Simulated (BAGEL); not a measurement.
# RI-MP2/cc-pVDZ (density fitting with qzvpp-jkfit) run of C2H2FNO (SMILES FC1=NCO1)

What is the energy change on altering one bond length of C2H2FNO at RI-MP2/cc-pVDZ (density fitting with qzvpp-jkfit)? 

The calculation is run with BAGEL 1.2.2.

## 1. The structure to begin with

C2H2FNO has 7 atoms, charge 0, and is taken as a singlet. SMILES: `FC1=NCO1`. The shape is that of a PBE0-D4/def2-TZVP optimisation.

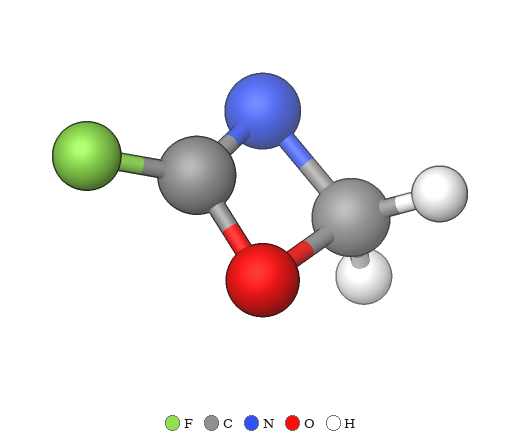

The structure, seen from a chosen angle (fluorine green, carbon grey, nitrogen blue, oxygen red, hydrogen white).

## 2. A single-point energy at RI-MP2/cc-pVDZ (density fitting with qzvpp-jkfit)

input.json reads:

```json
{ "bagel" : [

{
  "title" : "molecule",
  "basis" : "cc-pvdz.json",
  "df_basis" : "qzvpp-jkfit",
  "angstrom" : true,
  "geometry" : [
    { "atom" : "F", "xyz" : [   -1.048500,   -1.965600,    0.441600 ] },
    { "atom" : "C", "xyz" : [   -0.514700,   -0.825600,    0.153600 ] },
    { "atom" : "N", "xyz" : [   -0.970200,    0.214200,   -0.416500 ] },
    { "atom" : "C", "xyz" : [    0.388600,    0.705700,   -0.172700 ] },
    { "atom" : "O", "xyz" : [    0.759400,   -0.577400,    0.468200 ] },
    { "atom" : "H", "xyz" : [    0.459800,    1.518100,    0.548600 ] },
    { "atom" : "H", "xyz" : [    0.987000,    0.862600,   -1.068600 ] }
  ]
},
{ "title" : "hf", "charge" : 0 },
{ "title" : "mp2", "charge" : 0, "ncore" : 5 }

]}
```

The basis set cc-pVDZ is read from a file made from the Basis Set Exchange's data (not shown).

Run with:

```sh
$ BAGEL_NUM_THREADS=1 BAGEL input.json > input.out
```

Log:

```text
* using 1 threads per process

  ===============================================================
  ===============================================================

  *** Geometry ***

  { "atom" : "F", "xyz" : [     -1.981378,     -3.714446,      0.834503 ] },
  { "atom" : "C", "xyz" : [     -0.972642,     -1.560158,      0.290262 ] },
  { "atom" : "N", "xyz" : [     -1.833412,      0.404779,     -0.787071 ] },
  { "atom" : "C", "xyz" : [      0.734348,      1.333580,     -0.326356 ] },
  { "atom" : "O", "xyz" : [      1.435058,     -1.091128,      0.884770 ] },
  { "atom" : "H", "xyz" : [      0.868896,      2.868793,      1.036704 ] },
  { "atom" : "H", "xyz" : [      1.865160,      1.630078,     -2.019361 ] },

  Number of auxiliary basis functions:      417

  Since a DF basis is specified, we compute 2- and 3-index integrals:
    o Being stored without compression. Storage requirement is 0.021 GB

  Number of basis functions:       80
  Number of electrons      :       38

    * METHOD: MOLECULE                             0.14

  *** RHF ***

  === Nuclear Repulsion ===
   174.3176668426

      * DIIS with orbital gradients will be used.

  === RHF iteration (cc-pvdz.json) ===
      0       -305.39406068          0.01692520           0.04
      1       -305.54315023          0.01110901           0.04
      2       -305.60649427          0.00143936           0.04
      3       -305.60827078          0.00043469           0.04
      4       -305.60839953          0.00014005           0.04
      5       -305.60843702          0.00008620           0.04
      6       -305.60844430          0.00003577           0.04
      7       -305.60844718          0.00001430           0.04
      8       -305.60844742          0.00000541           0.04
      9       -305.60844745          0.00000188           0.04
     10       -305.60844745          0.00000064           0.04
     11       -305.60844745          0.00000030           0.04
     12       -305.60844745          0.00000013           0.04
     13       -305.60844745          0.00000004           0.04
     14       -305.60844745          0.00000002           0.04
     15       -305.60844745          0.00000001           0.04
    * SCF iteration converged.

    * Permanent dipole moment:
           (   -0.594228,    -0.455145,    -0.009398) a.u.

    * METHOD: HF                                   0.75

  *** RHF ***

  === Nuclear Repulsion ===
   174.3176668426

      * DIIS with orbital gradients will be used.

  === RHF iteration (cc-pvdz.json) ===
      0       -305.60844745          0.00000000           0.04
    * SCF iteration converged.

    * Permanent dipole moment:
           (   -0.594228,    -0.455145,    -0.009398) a.u.

  === DF-MP2 calculation ===

    * freezing 5 orbitals
    * 3-index integral transformation done
    * assembly done

      MP2 correlation energy:   -0.7853831686      0.03

      MP2 total energy:       -306.3938306231

    * METHOD: MP2                                  0.12

  ===============================================================
```

It took 1.2 s on 1 thread of Arm Neoverse V2, shared host; peak memory 0.096 GiB.

## 3. The distorted shape

input.json reads:

```json
{ "bagel" : [

{
  "title" : "molecule",
  "basis" : "cc-pvdz.json",
  "df_basis" : "qzvpp-jkfit",
  "angstrom" : true,
  "geometry" : [
    { "atom" : "F", "xyz" : [   -1.133939,   -2.940473,   -0.423953 ] },
    { "atom" : "C", "xyz" : [   -0.600139,   -1.800473,   -0.711953 ] },
    { "atom" : "N", "xyz" : [   -1.055639,   -0.760673,   -1.282053 ] },
    { "atom" : "C", "xyz" : [    0.303161,   -0.269173,   -1.038253 ] },
    { "atom" : "O", "xyz" : [    0.673961,   -1.552273,   -0.397353 ] },
    { "atom" : "H", "xyz" : [    0.459800,    1.518100,    0.548600 ] },
    { "atom" : "H", "xyz" : [    0.901561,   -0.112273,   -1.934153 ] }
  ]
},
{
  "title" : "hf"
},
{
  "title" : "mp2",
  "ncore" : 5
}

]}
```

The basis set cc-pVDZ is read from a file made from the Basis Set Exchange's data (not shown).

Run with:

```sh
$ BAGEL_NUM_THREADS=1 BAGEL input.json > input.out
```

Log:

```text
* using 1 threads per process

  ===============================================================
  ===============================================================

  *** Geometry ***

  { "atom" : "F", "xyz" : [     -2.142834,     -5.556689,     -0.801155 ] },
  { "atom" : "C", "xyz" : [     -1.134098,     -3.402401,     -1.345396 ] },
  { "atom" : "N", "xyz" : [     -1.994869,     -1.437464,     -2.422729 ] },
  { "atom" : "C", "xyz" : [      0.572891,     -0.508663,     -1.962014 ] },
  { "atom" : "O", "xyz" : [      1.273602,     -2.933371,     -0.750888 ] },
  { "atom" : "H", "xyz" : [      0.868896,      2.868793,      1.036704 ] },
  { "atom" : "H", "xyz" : [      1.703703,     -0.212165,     -3.655019 ] },

  Number of auxiliary basis functions:      417

  Since a DF basis is specified, we compute 2- and 3-index integrals:
    o Being stored without compression. Storage requirement is 0.021 GB

  Number of basis functions:       80
  Number of electrons      :       38

    * METHOD: MOLECULE                             0.14

  *** RHF ***

  === Nuclear Repulsion ===
   170.6935192166

      * DIIS with orbital gradients will be used.

  === RHF iteration (cc-pvdz.json) ===
      0       -305.16703453          0.01713135           0.04
      1       -305.32440473          0.01113060           0.04
      2       -305.39128840          0.00155905           0.04
      3       -305.39377725          0.00065975           0.04
      4       -305.39407840          0.00020789           0.04
      5       -305.39414475          0.00009208           0.04
      6       -305.39415800          0.00004840           0.04
      7       -305.39416179          0.00001690           0.04
      8       -305.39416213          0.00000768           0.04
      9       -305.39416221          0.00000244           0.04
     10       -305.39416222          0.00000101           0.04
     11       -305.39416222          0.00000040           0.04
     12       -305.39416222          0.00000016           0.04
     13       -305.39416222          0.00000006           0.04
     14       -305.39416222          0.00000002           0.04
     15       -305.39416222          0.00000001           0.04
     16       -305.39416222          0.00000000           0.04
    * SCF iteration converged.

    * Permanent dipole moment:
           (   -0.422908,     0.249800,     0.375004) a.u.

    * METHOD: HF                                   0.79

  *** RHF ***

  === Nuclear Repulsion ===
   170.6935192166

      * DIIS with orbital gradients will be used.

  === RHF iteration (cc-pvdz.json) ===
      0       -305.39416222          0.00000000           0.04
    * SCF iteration converged.

    * Permanent dipole moment:
           (   -0.422908,     0.249800,     0.375004) a.u.

  === DF-MP2 calculation ===

    * freezing 5 orbitals
    * 3-index integral transformation done
    * assembly done

      MP2 correlation energy:   -0.8181587973      0.04

      MP2 total energy:       -306.2123210178

    * METHOD: MP2                                  0.13

  ===============================================================
```

It took 1.2 s on 1 thread of Arm Neoverse V2, shared host; peak memory 0.096 GiB.

## 4. Outcome

Level: RI-MP2/cc-pVDZ (density fitting with qzvpp-jkfit), 5 core orbitals frozen.

| quantity | value |
| --- | --- |
| first shape: total energy | -306.39383 Eh |
| first shape: correlation energy (5 core orbitals frozen) | -785.4 mEh |
| distorted shape: total energy | -306.21232 Eh |
| distorted shape: correlation energy (5 core orbitals frozen) | -818.2 mEh |
| energy change with the C4–H6 bond stretched from 1.089 to 2.395 Å | 4.939 eV |

**Reading.** One bond (distorted shape) is far stretched, which a spin-restricted single reference describes badly; perturbation theory on it can break down and give far too much correlation. With the C4–H6 bond stretched from 1.089 to 2.395 Å the energy rises by 4.94 eV (477 kJ/mol). The first shape isn't relaxed at this level, so the change isn't measured from a minimum. A restricted reference can't describe the breaking bond well at this length.
